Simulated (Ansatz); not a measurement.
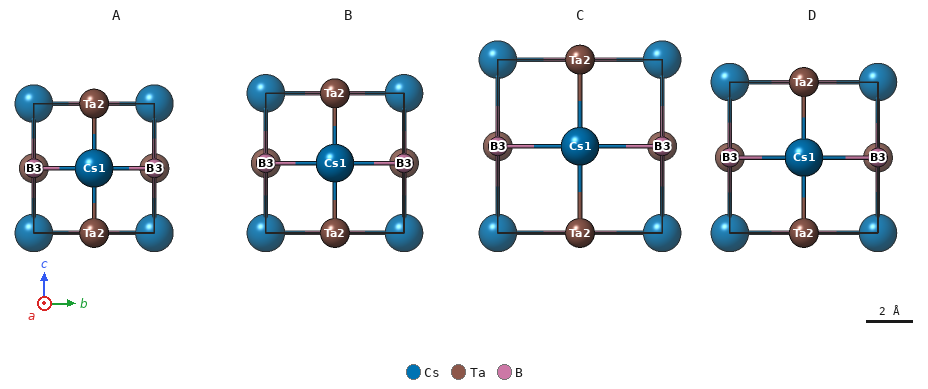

4 geometries from one relaxation of a crystal of CsTaB (a generated structure, set up in Immm) (coarse preliminary run), in shuffled order. Style: ball-and-stick. Shown: the conventional cell (2 times the calculation's cell), along the a axis. Lengths and directions refer to the drawn axes.

All numbers below come from DFT PBE, scalar-relativistic, plane waves, PAW in Ansatz. Settings: plane-wave cutoff 420 eV; k-point mesh 6 × 6 × 6; occupations gaussian; smearing width 0.1 eV; no spin polarisation; cell and atoms relaxed; force threshold 0.04 eV/Å; at most 70 steps.

> Put them in the order of the run, from the start to the converged end.

A, B, D, C. They are steps 0, 3, 5, 11, at +641 meV per atom, +214 meV per atom, +90.5 meV per atom relative to the last. No atom moves by more than 0.005 Å relative to the cell. Cell: a 4.102 → 4.143 Å (+1.0 %), b 5.344 → 7.284 Å (+36.3 %), c 5.733 → 7.683 Å (+34.0 %). Volume +84.5 %. Some distances before and after: Cs1–Ta2 2.867 → 3.841 Å, Cs1–B3 2.672 → 3.642 Å, Cs1–B3 (another image) 3.525 → 4.364 Å, Cs1–Ta2 (another image) 3.368 → 4.190 Å. The space group stays Immm (No. 71). The energy falls by 641 meV per atom in 9 accepted moves (11 points after the start). All forces vanish by symmetry, so only the cell relaxes. The pressure goes from 18.80 to −0.06 GPa. The SCF was repeated twice at an unchanged geometry on a basis and grid sized afresh for the cell, which shifted the energy by 35.2 meV per atom at most. Cost: 53 s on 1 thread of Arm Neoverse V1, on a shared host, peak memory 0.44 GiB.
